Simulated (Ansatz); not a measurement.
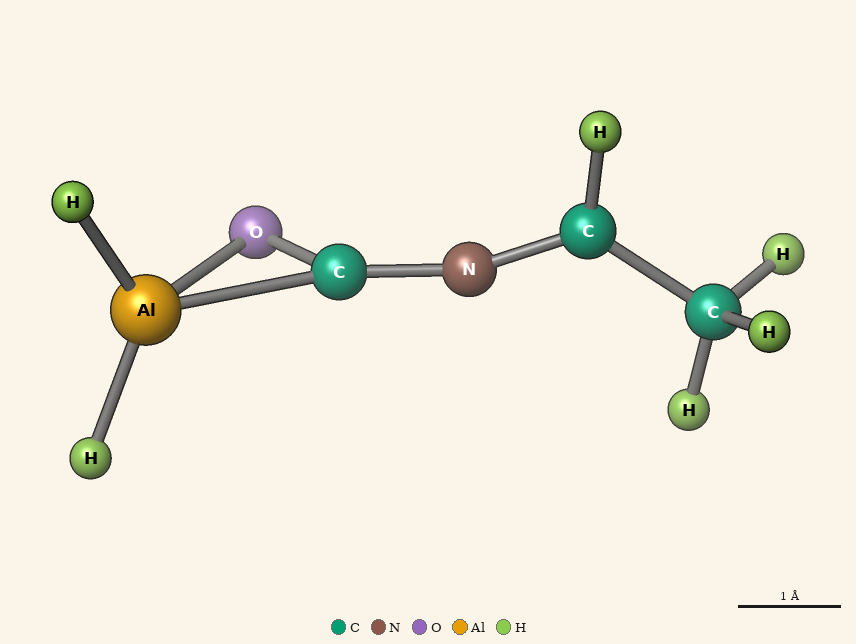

Distant atoms are faded towards the background colour. The computed structure is the end point of a PBE-D4/def2-SVP optimisation. No frequency run is at hand to confirm it as a minimum. Masses are those of the most abundant isotopes; constants are for the rigid equilibrium geometry.

What kind of rotor is it, and what are its rotational constants in MHz?

An asymmetric top (C1): A = 12051, B = 1157, C = 1117 MHz. Ray's parameter κ is −0.99, close to the prolate limit.
